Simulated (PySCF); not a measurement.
System: C5H12ClFSi.

Input file:

```
{"job": {"kind": "nmr", "xc": "PBE0", "basis": "pcSseg-1"}, "charge": 0, "multiplicity": 1}
C     -2.544184    -0.281846     0.719610
C     -1.040295    -0.453238     0.917780
Si    -0.041927    -0.010253    -0.639132
C     -0.489414     1.751411    -1.246305
Cl    -0.379117     2.880420     0.135565
C      1.846305     0.014520    -0.267202
C      2.384819    -1.254259     0.368958
F      2.488759     0.204268    -1.492815
H     -2.893588    -0.883860    -0.115681
H     -2.785362     0.757849     0.515504
H     -3.087541    -0.586582     1.611765
H     -0.836062    -1.486566     1.203091
H     -0.724541     0.169068     1.757728
H     -0.281669    -0.940626    -1.752323
H     -1.503320     1.825724    -1.630039
H      0.196642     2.119329    -2.005192
H      2.136023     0.883145     0.335734
H      1.949740    -1.374813     1.356369
H      3.467956    -1.204154     0.462848
H      2.131627    -2.118856    -0.239299
```

Launched as:

```sh
OMP_NUM_THREADS=1 python probes_run.py task.json out
```

Geometry: GFN2-xTB.

Theory: PBE0/pcSseg-1, SCF density, gas phase, non-relativistic (PySCF 2.14.0).

Q: What can the converged electron density and electron localisation function tell about the bonding?

A: C–F (1.40 Å): ρ is about 2 e/Å³ halfway, with its minimum of 1.6 e/Å³ about 0.5 Å from C; the ELF peaks at about 0.85 between the atoms (a polar covalent bond).
C–C (1.53 Å): the density is about 1.6 e/Å³ at the midpoint; the ELF peaks at about 0.95 between the atoms; a covalent bond.
C–Si (1.90 Å): the density is about 0.93 e/Å³ at the midpoint; the ELF peaks at about 0.95 between the atoms, as expected for a shared electron pair.
C–H (1.09 Å): ρ is about 2 e/Å³ halfway; the ELF climbs to about 1 towards the hydrogen, as it does in any bond to H (an ordinary covalent bond to hydrogen).

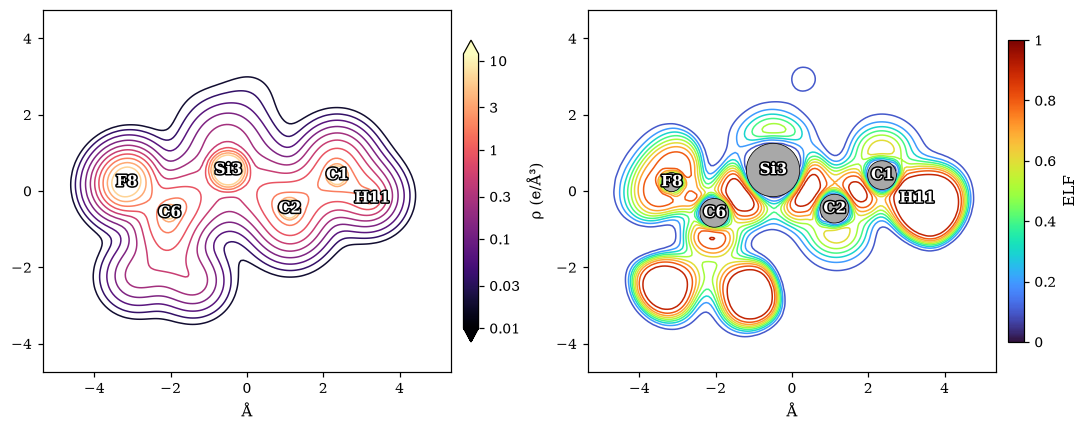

Computed electron density and electron localisation function on the plane of atoms C2, C1 and H11, in this order. Grey discs cover the atomic cores in the ELF map. 
